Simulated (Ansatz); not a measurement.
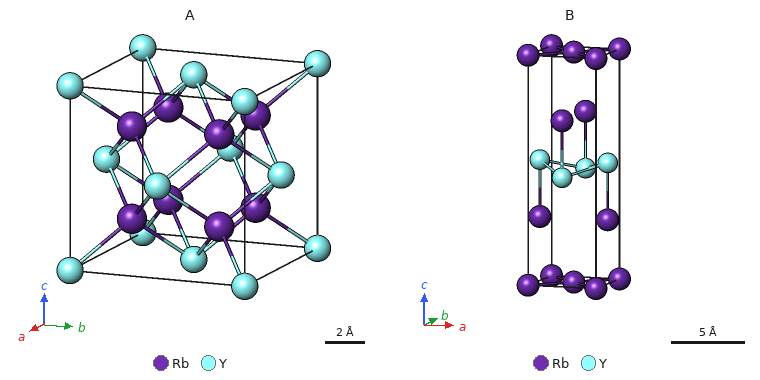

Two structures of Rb₂Y, each relaxed to rest (conventional cells in solid outline, small ones repeated, not to one scale). Method: DFT PBE, scalar-relativistic, plane waves, PAW (Ansatz 0.2.0), without spin polarisation.

> What are the two structures?

A: antifluorite, Fm-3m. B: 6 atoms a cell on a primitive tetragonal lattice, P4/nmm.

> A or B: which is lower in energy?

B is lower, by 406 meV/atom at this level of theory (energies at zero smearing). Volumes: A 80.7, B 65.9 Å³/atom.

One or both may be structure types tried for this composition rather than known phases.
